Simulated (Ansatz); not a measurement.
# How fast states decay through KPbCO3F

Aim: relax a made-up compound, KPbCO3F, and see how good a tunnel barrier it would be. It is built by putting Pb for Sr in the KSrCO3F structure of space group P-6m2, with the volume rescaled by atomic radii. The parent structure comes from the Materials Project.

Main program and level: Ansatz 0.2.0; r2SCAN DFT, plane waves, PAW files, in the first sound run; inputs show where later runs differ.

The structure was built from a prototype and need not be the compound's stable phase.

## 1. Set-up

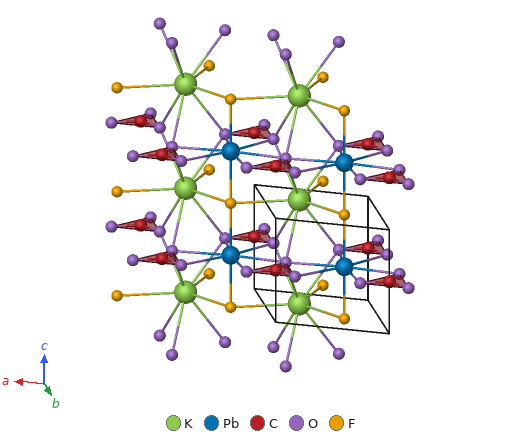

Start, viewed from a free direction; potassium green, lead blue, carbon red, oxygen purple, fluorine orange. 2×1×2 cells are drawn. Some periodic images of atoms are drawn too.

## 2. Relaxing the new crystal

The substituted atoms don't fit the parent's cell, so cell and atoms relax together. A small smearing keeps the run stable in case the gap closes on the way.

File input.yaml:

```yaml
crystal:
  lattice:
    - [5.06013424, 0.0, 0.0]
    - [-2.53006712, 4.3822047984, 0.0]
    - [0.0, 0.0, 4.538462113]
  atoms:
    - { symbol: K, position: [0.6666666667, 0.3333333333, 0.0] }
    - { symbol: Pb, position: [0.3333333333, 0.6666666667, 0.5] }
    - { symbol: C, position: [0.0, 0.0, 0.5] }
    - { symbol: O, position: [0.8583906667, 0.7167813333, 0.5] }
    - { symbol: O, position: [0.8583906667, 0.1416093333, 0.5] }
    - { symbol: O, position: [0.2832186667, 0.1416093333, 0.5] }
    - { symbol: F, position: [0.3333333333, 0.6666666667, 0.0] }
kpoints:
  mp_grid: { grid: [6, 6, 6] }
scf:
  occupations: { method: gaussian, width: 0.03 }
hamiltonian:
  xc: r2scan
output:
  forces: true
  stress: true
relax:
  f_tol: 0.02
  max_steps: 60
  cell: {}
```

Run with:

```sh
$ ansatz run input.yaml --threads 2 --pin off --max-ram 4096MiB --backend cpu --events-out ev --progress --plain --runs-dir out
```

Numbers of over 12 decimals in the logs are rounded to 6 here.

Output:

```text
Engine: ansatz 0.2.0, x86_64-unknown-linux-gnu
Pseudopotentials: kind: paw
Pseudopotential: K, paw, valence charge 9, recommended cutoff 500 eV (meta_gga), K.paw.azcp
Pseudopotential: Pb, paw, valence charge 14, recommended cutoff 500 eV (meta_gga), Pb.paw.azcp
Pseudopotential: C, paw, valence charge 4, recommended cutoff 500 eV (meta_gga), C.paw.azcp
Pseudopotential: O, paw, valence charge 6, recommended cutoff 500 eV (meta_gga), O.paw.azcp
Pseudopotential: F, paw, valence charge 7, recommended cutoff 500 eV (meta_gga), F.paw.azcp
Functional definition: r2SCAN
  parameter k0 = 0.174
  parameter k1 = 0.065
  parameter a1 = 4.9479
  exchange = r2scan_x(k0 = k0, k1 = k1, a1 = a1)
  correlation = r2scan_c
Crystal: 7 atoms, lattice volume = 100.638 Å³
Basis set: ecut = 500 eV, 2519 PW (Γ), exchange–correlation on 160×160×144 points (64 copies of the dense FFT grid, shifted against one another)
Bands: 33, of which v1, the nominal top of the filled ones, is band 26 counted from 1 (25 counted from 0)
Symmetry: 12 space group operations
Space group: P-6m2 (ITA 187), of the structure as read, at distance tolerance 4.7e-5 Å
k-points: 28 of 216 (time reversal used)
Non-local potential: K, projectors of the file, l = 0: 3, l = 1: 2, l = 2: 2
Non-local potential: Pb, projectors of the file, l = 0: 2, l = 1: 2, l = 2: 2, l = 3: 2
Non-local potential: C, projectors of the file, l = 0: 2, l = 1: 2, l = 2: 1
Non-local potential: O, projectors of the file, l = 0: 2, l = 1: 2, l = 2: 1
Non-local potential: F, projectors of the file, l = 0: 2, l = 1: 2, l = 2: 1
PAW form: soft (Blöchl's): semilocal exchange-correlation on the pseudo side does not see the compensation charge
PAW frozen core: K, regenerated for the run's functional (the file was generated under x = pbe(κ = 0.804, μ = 0.219515), c = pbe(β = 0.066725))
PAW frozen core: Pb, regenerated for the run's functional (the file was generated under x = pbe(κ = 0.804, μ = 0.219515), c = pbe(β = 0.066725))
PAW frozen core: C, regenerated for the run's functional (the file was generated under x = pbe(κ = 0.804, μ = 0.219515), c = pbe(β = 0.066725))
PAW frozen core: O, regenerated for the run's functional (the file was generated under x = pbe(κ = 0.804, μ = 0.219515), c = pbe(β = 0.066725))
PAW frozen core: F, regenerated for the run's functional (the file was generated under x = pbe(κ = 0.804, μ = 0.219515), c = pbe(β = 0.066725))
PAW one-centre angular grid: K, 302 points (default); XC on 160 Gauss nodes
PAW one-centre angular grid: Pb, 590 points (default); XC on 160 Gauss nodes
PAW one-centre angular grid: C, 302 points (default); XC on 239 of its mesh's 2573 points in the sphere
PAW one-centre angular grid: O, 302 points (default); XC on 160 Gauss nodes
PAW one-centre angular grid: F, 302 points (default); XC on 160 Gauss nodes
Initial density: superposition of atomic densities (neutral atoms: chi_scale 0, normalization atom), corrected by the library's trained network
Initial wavefunctions: pseudopotential atomic-orbital guess
Functional: x = r2scan, c = r2scan; τ floored in thin density (d = 2e-4 eV/Å³)
SCF iter   1: F=—  HF=-16232.417851 eV  |F-HF|=—  |Δ(HF+E_count)|=         —  Δρ=1.04e-2  dr2=1.02e-1  dr2_τ=7.00e-1  ethr=1.77e-3  ⟨swp⟩=8.0  Hψ=4624  notcnv=0  defer=11
preconditioner: auto → Resta (q_TF=auto, 2.444 Å⁻¹)  ε∞=3.1  [insulator: Δε(μ)=3.215 eV  Ē_g=18.071 eV  σ=0.030 eV  W_gap=1.00  n_scr=20 (ndim 8)  ℏωp=26.2 eV  f_vac=0.110  D(μ)=0.00/eV (n_scr^D=0)  ε∞_Penn≈3.1]
SCF iter   2: F=—  HF=-16232.537889 eV  |F-HF|=—  |Δ(HF+E_count)|=   1.20e-1  Δρ=4.66e-3  dr2=1.21e-2  dr2_τ=2.64e-3  ethr=1.97e-4  ⟨swp⟩=2.6  Hψ=2011  notcnv=0  defer=59
SCF iter   3: F=—  HF=-16232.535958 eV  |F-HF|=—  |Δ(HF+E_count)|=   1.93e-3  Δρ=1.48e-3  dr2=1.69e-3  dr2_τ=1.29e-4  ethr=2.32e-5  ⟨swp⟩=2.2  Hψ=1451  notcnv=0  defer=31
automatic band count: iteration 3 solves 32 bands in place of 33: the levels show a gap, and the empty bands left out lie too high to hold charge; the band table lists the bands solved (type scf.n_extra_bands for more)
SCF iter   4: F=—  HF=-16232.536099 eV  |F-HF|=—  |Δ(HF+E_count)|=   1.41e-4  Δρ=4.02e-4  dr2=1.77e-4  dr2_τ=1.41e-5  ethr=3.26e-6  ⟨swp⟩=2.2  Hψ=1551  notcnv=0  defer=31
SCF iter   5: F=—  HF=-16232.536201 eV  |F-HF|=—  |Δ(HF+E_count)|=   1.02e-4  Δρ=1.29e-4  dr2=2.11e-5  dr2_τ=2.38e-6  ethr=3.40e-7  ⟨swp⟩=2.8  Hψ=1650  notcnv=0  defer=31
SCF iter   6: F=—  HF=-16232.536223 eV  |F-HF|=—  |Δ(HF+E_count)|=   2.14e-5  Δρ=7.55e-5  dr2=4.42e-6  dr2_τ=3.97e-7  ethr=4.07e-8  ⟨swp⟩=2.0  Hψ=1515  notcnv=0  defer=31
SCF iter   7: F=—  HF=-16232.536224 eV  |F-HF|=—  |Δ(HF+E_count)|=   1.25e-6  Δρ=4.16e-5  dr2=1.04e-6  dr2_τ=1.16e-7  ethr=8.50e-9  ⟨swp⟩=2.1  Hψ=1554  notcnv=0  defer=31
SCF iter   8: F=-16232.536224 eV  HF=-16232.536224 eV  |F-HF|=2.51e-8  |Δ(HF+E_count)|=   1.21e-7  Δρ=7.73e-6  dr2=4.43e-8  dr2_τ=3.58e-9  ethr=1.92e-10  ⟨swp⟩=3.8  Hψ=4023  notcnv=0
SCF 1 converged in 8 iterations: F = -16232.536224 eV  dr2 = 4.43e-8
  greatest PAW one-centre occupation: 0.989 electrons in one spin orbital (limit 2), on the K atom at site 0 (counted from 0), in its partial waves of l = 0
relax step   1: F+E_penalty+E_count = -16232.53622394 eV  Δ(F+E_penalty+E_count) = +0.000e0 eV  max|allowed force component| = 3.359e0 eV/Å  Δτ_max = 0.0000 Å  P = +16.803 GPa  Ω = 100.638 Å³  (8 SCF iters, dr2 threshold 1.00e-7 eV, accepted)
Crystal: 7 atoms, lattice volume = 115.606 Å³
Basis set: ecut = 500 eV, 2909 PW (Γ), exchange–correlation on 160×160×144 points (64 copies of the dense FFT grid, shifted against one another)
Initial density: handed on by an earlier stage of this run
Initial wavefunctions: those handed on with the density
iter 1 solved again at ethr=4.23e-4 eV; its pass at ethr=3.10e-3 eV (dr2=2.20e-1 eV) is discarded
SCF iter   1: F=—  HF=-16232.042780 eV  |F-HF|=—  |Δ(HF+E_count)|=         —  Δρ=1.35e-2  dr2=2.19e-1  dr2_τ=7.90e-1  ethr=4.23e-4  ⟨swp⟩=1.1  Hψ=5252  notcnv=0
automatic band count: iteration 1 solves 30 bands in place of 33: the levels show a gap, and the empty bands left out lie too high to hold charge; the band table lists the bands solved (type scf.n_extra_bands for more)
preconditioner: auto → Resta (q_TF=auto, 2.388 Å⁻¹)  ε∞=3.3  [insulator: Δε(μ)=3.261 eV  Ē_g=16.000 eV  σ=0.030 eV  W_gap=1.00  n_scr=26 (ndim 8)  ℏωp=24.4 eV  f_vac=0.168  D(μ)=0.00/eV (n_scr^D=0)  ε∞_Penn≈3.3  vacuum switching on, ρ_ref=1.9e-2 e/Å³]
SCF iter   2: F=—  HF=-16233.194263 eV  |F-HF|=—  |Δ(HF+E_count)|=    1.15e0  Δρ=8.20e-3  dr2=6.27e-2  dr2_τ=4.66e-3  ethr=4.21e-4  ⟨swp⟩=3.8  Hψ=1828  notcnv=0
[...]
SCF iter   8: F=-16233.181588 eV  HF=-16233.181588 eV  |F-HF|=3.16e-8  |Δ(HF+E_count)|=   4.92e-7  Δρ=6.62e-6  dr2=7.22e-8  dr2_τ=1.29e-8  ethr=1.35e-9  ⟨swp⟩=5.0  Hψ=3383  notcnv=0
SCF 2 converged in 8 iterations: F = -16233.181588 eV  dr2 = 7.22e-8
relax step   2: F+E_penalty+E_count = -16233.18158807 eV  Δ(F+E_penalty+E_count) = -6.454e-1 eV  max|allowed force component| = 1.199e0 eV/Å  Δτ_max = 0.0276 Å  P = +2.528 GPa  Ω = 115.606 Å³  energy of the carried Pulay correction = -7.167e-3 eV  (8 SCF iters, dr2 threshold 7.00e-7 eV, accepted)
Crystal: 7 atoms, lattice volume = 116.757 Å³
iter 1 solved again at ethr=2.22e-5 eV; its pass at ethr=3.10e-3 eV (dr2=1.16e-2 eV) is discarded
SCF iter   1: F=—  HF=-16233.207108 eV  |F-HF|=—  |Δ(HF+E_count)|=         —  Δρ=3.65e-3  dr2=1.15e-2  dr2_τ=3.12e-2  ethr=2.22e-5  ⟨swp⟩=1.8  Hψ=4540  notcnv=0
automatic band count: iteration 1 solves 30 bands in place of 33: the levels show a gap, and the empty bands left out lie too high to hold charge; the band table lists the bands solved (type scf.n_extra_bands for more)
preconditioner: auto → Resta (q_TF=auto, 2.384 Å⁻¹)  ε∞=3.3  [insulator: Δε(μ)=3.530 eV  Ē_g=16.048 eV  σ=0.030 eV  W_gap=1.00  n_scr=26 (ndim 8)  ℏωp=24.3 eV  f_vac=0.146  D(μ)=0.00/eV (n_scr^D=0)  ε∞_Penn≈3.3]
SCF iter   2: F=—  HF=-16233.213790 eV  |F-HF|=—  |Δ(HF+E_count)|=   6.68e-3  Δρ=1.36e-3  dr2=1.29e-3  dr2_τ=2.05e-4  ethr=2.22e-5  ⟨swp⟩=2.0  Hψ=1597  notcnv=0
SCF iter   3: F=—  HF=-16233.213695 eV  |F-HF|=—  |Δ(HF+E_count)|=   9.47e-5  Δρ=4.64e-4  dr2=2.13e-4  dr2_τ=1.78e-5  ethr=2.49e-6  ⟨swp⟩=2.0  Hψ=1518  notcnv=0
SCF iter   4: F=—  HF=-16233.213701 eV  |F-HF|=—  |Δ(HF+E_count)|=   6.10e-6  Δρ=1.81e-4  dr2=4.75e-5  dr2_τ=2.61e-6  ethr=4.10e-7  ⟨swp⟩=2.0  Hψ=1055  notcnv=0
SCF iter   5: F=—  HF=-16233.213710 eV  |F-HF|=—  |Δ(HF+E_count)|=   8.51e-6  Δρ=1.02e-4  dr2=9.39e-6  dr2_τ=1.05e-6  ethr=9.13e-8  ⟨swp⟩=2.0  Hψ=1479  notcnv=0
SCF iter   6: F=—  HF=-16233.213711 eV  |F-HF|=—  |Δ(HF+E_count)|=   1.04e-6  Δρ=3.01e-5  dr2=1.10e-6  dr2_τ=9.02e-8  ethr=1.81e-8  ⟨swp⟩=2.0  Hψ=1518  notcnv=0
SCF iter   7: F=-16233.213712 eV  HF=-16233.213712 eV  |F-HF|=1.41e-7  |Δ(HF+E_count)|=   1.37e-6  Δρ=8.25e-6  dr2=8.29e-8  dr2_τ=7.93e-9  ethr=1.35e-9  ⟨swp⟩=4.5  Hψ=3167  notcnv=0
SCF 3 converged in 7 iterations: F = -16233.213712 eV  dr2 = 8.29e-8
relax step   3: F+E_penalty+E_count = -16233.21371209 eV  Δ(F+E_penalty+E_count) = -3.212e-2 eV  max|allowed force component| = 2.160e-1 eV/Å  Δτ_max = 0.0115 Å  P = +0.432 GPa  Ω = 116.757 Å³  energy of the carried Pulay correction = -7.678e-3 eV  (7 SCF iters, dr2 threshold 7.00e-7 eV, accepted)
[...]
relax step   4: F+E_penalty+E_count = -16233.21486030 eV  Δ(F+E_penalty+E_count) = -1.148e-3 eV  max|allowed force component| = 8.957e-3 eV/Å  Δτ_max = 0.0030 Å  P = +0.010 GPa  Ω = 116.971 Å³  energy of the carried Pulay correction = -7.772e-3 eV  (5 SCF iters, dr2 threshold 7.00e-7 eV, accepted)
[...]
relax step   5: F+E_penalty+E_count = -16233.22131128 eV  Δ(F+E_penalty+E_count) = -6.451e-3 eV  max|allowed force component| = 7.549e-3 eV/Å  Δτ_max = 0.0000 Å  P = +0.012 GPa  Ω = 116.971 Å³  stress off target by 5.40e-2 GPa  SCF on the basis re-selected at this cell (its energy is not comparable with the rows above)  (8 SCF iters)
[...]
relax step   6: F+E_penalty+E_count = -16233.22132833 eV  Δ(F+E_penalty+E_count) = -1.706e-5 eV  max|allowed force component| = 3.601e-3 eV/Å  Δτ_max = 0.0005 Å  P = +0.009 GPa  Ω = 116.968 Å³  energy of the carried Pulay correction = -1.234e-6 eV  (6 SCF iters, dr2 threshold 7.28e-9 eV, accepted)
iter 1 solved again at ethr=6.51e-8 eV; its pass at ethr=3.10e-3 eV (dr2=3.38e-5 eV) is discarded
SCF iter   1: F=—  HF=-16233.221315 eV  |F-HF|=—  |Δ(HF+E_count)|=         —  Δρ=2.25e-5  dr2=1.38e-8  dr2_τ=8.50e-9  ethr=6.51e-8  ⟨swp⟩=4.0  Hψ=7480  notcnv=0
preconditioner: auto → Resta (q_TF=auto, 2.383 Å⁻¹)  ε∞=3.0  [insulator: Δε(μ)=3.565 eV  Ē_g=17.186 eV  σ=0.030 eV  W_gap=1.00  n_scr=26 (ndim 8)  ℏωp=24.3 eV  f_vac=0.145  D(μ)=0.00/eV (n_scr^D=0)  ε∞_Penn≈3.0]
SCF iter   2: F=—  HF=-16233.221329 eV  |F-HF|=—  |Δ(HF+E_count)|=   1.39e-5  Δρ=1.13e-5  dr2=3.24e-9  dr2_τ=9.24e-8  ethr=2.65e-11  ⟨swp⟩=3.1  Hψ=2074  notcnv=0
SCF iter   3: F=—  HF=-16233.221328 eV  |F-HF|=—  |Δ(HF+E_count)|=   2.72e-7  Δρ=2.00e-6  dr2=6.53e-10  dr2_τ=2.50e-9  ethr=6.23e-12  ⟨swp⟩=2.0  Hψ=1652  notcnv=0
SCF iter   4: F=-16233.221328 eV  HF=-16233.221328 eV  |F-HF|=5.46e-12  |Δ(HF+E_count)|=   6.63e-9  Δρ=1.54e-7  dr2=2.44e-11  dr2_τ=8.67e-12  ethr=1.00e-12  ⟨swp⟩=3.2  Hψ=3931  notcnv=0
SCF 7 converged in 4 iterations: F = -16233.221328 eV  dr2 = 2.44e-11
relax step   7: F+E_penalty+E_count = -16233.22132836 eV  Δ(F+E_penalty+E_count) = -3.006e-8 eV  max|allowed force component| = 3.568e-3 eV/Å  Δτ_max = 0.0000 Å  P = +0.009 GPa  Ω = 116.968 Å³  stress off target by 1.99e-2 GPa  SCF on the basis re-selected at this cell (its energy is not comparable with the rows above)  (4 SCF iters)
basis re-selected at this cell: Δ(F+E_penalty+E_count) = -3.006e-8 eV, ΔP = -0.000 GPa vs the last step (what re-selecting the basis moved, of the pressure what is left beyond the Pulay correction that the steps carried, after the strain that the cell walked since its last selection, with what the two solves' SCF thresholds leave and, on support functions, any second-order correction that the steps lacked; it is no m [...]
SCF converged after 4 iterations
Free energy (F): -16233.221328 eV
Harris-Foulkes:  -16233.221328 eV  (|F-HF|=5.46e-12)
Internal energy: -16233.221328 eV  (E = F + TS)
E sigma→0 (E₀):  -16233.221328 eV
Fermi energy:    6.266555 eV
--- Per-component energies (eV) ---
  E_band       = -354.713043
  E_kinetic    = 1368.362736
  E_local      = -4046.711138  (includes V_loc(G=0)·N_el)
  E_nonlocal   = 605.590298
  E_hartree    = 1521.146743
  E_xc         = -689.543432
  E_vxc        = -832.444357  (∫ρ·V_xc dr)
  E_paw        = -12000.927962  (= ΣΔE_a)
  E_vpaw       = -547.650239  (= ΣTr[D̂ρ^β])
  E_aug_tail   = 0.004165  (compensation charges beyond the density's cutoff)
  E_vtau       = 55.841939  (kinetic-family band-sum trace: ∫τ·v_τ [+ j·A + Jᵃ·Aᵃ] dr)
  E_ewald      = -2991.760067
  E_core_change = 0.617329  (= ΣΔE_core)
  E_smearing   = -0.000000  (= −TS)
  E_closure    = 0.000000  (closes the sum)
  Σ components = -16233.221328   (vs F -16233.221328, Δ=0.00e0)
--- Forces (eV/Å), atoms counted from 1 ---
  atom   1  K      0.00000000     0.00000000     0.00000000
  atom   2  Pb     0.00000000     0.00000000     0.00000000
  atom   3  C      0.00000000     0.00000000     0.00000000
  atom   4  O      0.00000000    -0.00356801     0.00000000
  atom   5  O     -0.00308999     0.00178400     0.00000000
  atom   6  O      0.00308999     0.00178400     0.00000000
  atom   7  F      0.00000000     0.00000000     0.00000000
  max |Σ_I F_I| component: 3.69e-17 eV/Å
--- Stress (GPa, compression-positive) ---
        0.019855      -0.000000       0.000000
       -0.000000       0.019855       0.000000
        0.000000       0.000000      -0.012672
  P = ⅓ Tr σ = 0.0090 GPa (0.090 kbar)
--- Relaxed structure (5 steps of the walk, 5 accepted, 2 SCFs on fresh bases) ---
  F+E_penalty+E_count = -16233.22132836 eV   max|allowed force component| = 3.568e-3 eV/Å   (the final SCF, on the basis selected at the relaxed cell)
  cell:  # Å, volume = 116.9680 Å³
    - [5.314685, 0.0, 0.0]
    - [-2.657343, 4.602652, 0.0]
    - [0.0, 0.0, 4.781690]
  atoms:
    - { symbol: K, position: [0.666667, 0.333333, 0.0] }
    - { symbol: Pb, position: [0.333333, 0.666667, 0.500000] }
    - { symbol: C, position: [-3.5522141181572644e-17, -2.6490432441525142e-17, 0.500000] }
    - { symbol: O, position: [0.859829, 0.719657, 0.500000] }
    - { symbol: O, position: [0.859829, 0.140171, 0.500000] }
    - { symbol: O, position: [0.280343, 0.140171, 0.500000] }
    - { symbol: F, position: [0.333333, 0.666667, 0.0] }
```

Wall time 64 s (2 threads of Intel Xeon Platinum 8259CL at 2.50GHz (Skylake/Cascade Lake), shared host); peak memory 0.72 GiB; 2.1 min of CPU time.

The steps of the relaxation:

```csv
step,energy less that of the first step (eV),largest force component (eV/Å),pressure (GPa),volume (Å³)
1,0.0000,3.3586,16.80,100.64
2,-0.6454,1.1987,2.53,115.61
3,-0.6775,0.2160,0.43,116.76
4,-0.6786,0.0090,0.01,116.97
5*,-0.6851,0.0075,0.01,116.97
6,-0.6851,0.0036,0.01,116.97
7*,-0.6851,0.0036,0.01,116.97
```

Relaxation steps marked * repeat the geometry before them on a plane-wave basis chosen anew for their cell, so energy and pressure can jump there.

Forces are held to the 12 operations that the run works with; a distortion that breaks them can't arise in this run.

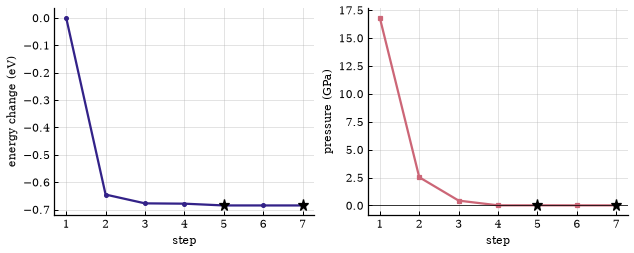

Energy and pressure along the relaxation. Stars mark steps on a basis chosen anew.

```csv
"conventional cell, symmetrised",before,after,change
a (Å),5.060,5.315,+5.0 %
b (Å),5.060,5.315,+5.0 %
c (Å),4.538,4.782,+5.4 %
volume (Å³/atom),14.38,16.71,+16.2 %
```

The atoms that moved most (Å, as changes of fractional coordinates times the final cell):

```csv
atom,dx,dy,dz,length
O5,0.011,-0.007,0.000,0.013
O4,0.000,0.013,0.000,0.013
O6,-0.011,-0.007,0.000,0.013
```

This step gave:

* free energy: -16233.2213 eV
* Fermi energy: 6.267 eV
* pressure: 0.009013 GPa

The largest force component on a free atom ends at 0.0036 eV/Å.

## 3. Band edges

The energy window and the wavevectors of the next steps follow from the band edges, so these are searched first, off the mesh as well.

File input.yaml:

```yaml
crystal:
  lattice:
    - [5.3146852563, 0.0, 0.0]
    - [-2.6573426282, 4.6026524451, 0.0]
    - [0.0, 0.0, 4.7816900889]
  atoms:
    - { symbol: K, position: [0.6666666667, 0.3333333333, 0.0] }
    - { symbol: Pb, position: [0.3333333333, 0.6666666667, 0.5] }
    - { symbol: C, position: [0.0, 0.0, 0.5] }
    - { symbol: O, position: [0.8598286014, 0.7196572027, 0.5] }
    - { symbol: O, position: [0.8598286014, 0.1401713986, 0.5] }
    - { symbol: O, position: [0.2803427973, 0.1401713986, 0.5] }
    - { symbol: F, position: [0.3333333333, 0.6666666667, 0.0] }
kpoints:
  mp_grid: { grid: [6, 6, 6] }
  band_path: { path: [VBM, CBM], npoints: 30 }
scf:
  occupations: { method: fixed }
hamiltonian:
  xc: r2scan
output:
  eigenvalues: true
  write_potential: true
  write_density: true
  volumetric_format: npy
```

Output:

```text
[...]
Crystal: 7 atoms, lattice volume = 116.968 Å³
Basis set: ecut = 500 eV, 2945 PW (Γ), exchange–correlation on 160×160×144 points (64 copies of the dense FFT grid, shifted against one another)
Bands: 33, of which v1, the nominal top of the filled ones, is band 26 counted from 1 (25 counted from 0)
Symmetry: 12 space group operations
[...]
k-points: 28 of 216 (time reversal used)
[...]
SCF iter   1: F=—  HF=-16233.124052 eV  |F-HF|=—  |Δ(HF+E_count)|=         —  Δρ=9.49e-3  dr2=9.55e-2  dr2_τ=5.18e-1  ethr=1.77e-3  ⟨swp⟩=5.0  Hψ=3354  notcnv=0  defer=132
[...]
SCF iter   8: F=-16233.221328 eV  HF=-16233.221328 eV  |F-HF|=2.65e-8  |Δ(HF+E_count)|=   4.66e-7  Δρ=4.61e-6  dr2=2.30e-8  dr2_τ=3.27e-9  ethr=1.92e-10  ⟨swp⟩=11.4  Hψ=4406  notcnv=0
SCF 1 converged in 8 iterations: F = -16233.221328 eV  dr2 = 2.30e-8
[...]
NSCF: frozen V_eff on 28 k-points
[...]
SCF converged after 8 iterations
Free energy (F): -16233.221328 eV
[...]
Internal energy: -16233.221328 eV  (E = F + TS)
E sigma→0 (E₀):  -16233.221328 eV
Fermi energy:    4.483895 eV
[...]
--- Band table (eV; the first three rows and the last of 28) ---
  k-point 0: bands = [... 22 lower, 1.6253, 2.2568, 2.2568, 3.5602, 9.1205, 9.8727, 11.0550, 11.0550, ... 3 higher]
  k-point 1: bands = [... 22 lower, 1.5884, 2.2629, 2.2629, 3.5609, 9.0392, 9.9103, 10.9944, 10.9944, ... 3 higher]
  k-point 2: bands = [... 22 lower, 2.1598, 2.2748, 2.2748, 3.5621, 8.4823, 10.1182, 10.8494, 10.8494, ... 3 higher]
  k-point 27: bands = [... 22 lower, 2.1098, 2.2235, 2.9661, 4.4839, 8.6426, 9.2482, 10.1269, 10.4537, ... 3 higher]
```

Elapsed: 26 s, on 2 threads; peak memory 0.65 GiB; 51 s of CPU time.

Numbers from this step:

```yaml
fermi_energy: 4.484 eV
gap_on_the_k_mesh: 3.565 eV
gap_on_path: 3.565 eV, by band count; negative where bands overlap
direct_gap_on_path: 4.159 eV
edge_places_on_path: 0, 0.7882 1/A along the path
```

Electronic bands along the path, in eV, zero at the Fermi level (highest filled level under fixed occupations); v1 is the highest filled band, c1 the lowest empty one:

```csv
point,v4,v3,v2,v1,c1,c2,c3,c4
VBM,-2.37,-2.26,-1.52,0.00,4.16,4.76,5.64,5.97
CBM,-2.20,-2.20,-1.64,-0.92,3.57,5.66,6.29,6.29
```

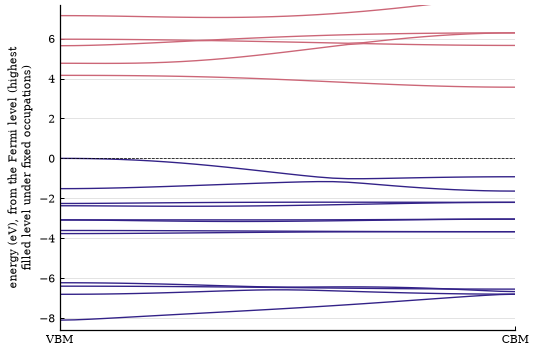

Electronic bands along the path; lines of filled and empty bands in two colours.

The searched edges give 3.57 eV, as on the mesh.

(Continued in part 2 of 2.)

[Logs are printed without paths, hosts, clocks, repeated set-up lines and the standing remarks that a program may print on its own settings, such as how far it seeks lower states.]

[Hosts, paths, dates, database ids (printed as entryN), source tags and the programs' standing remarks are cut or masked in the printed files.]
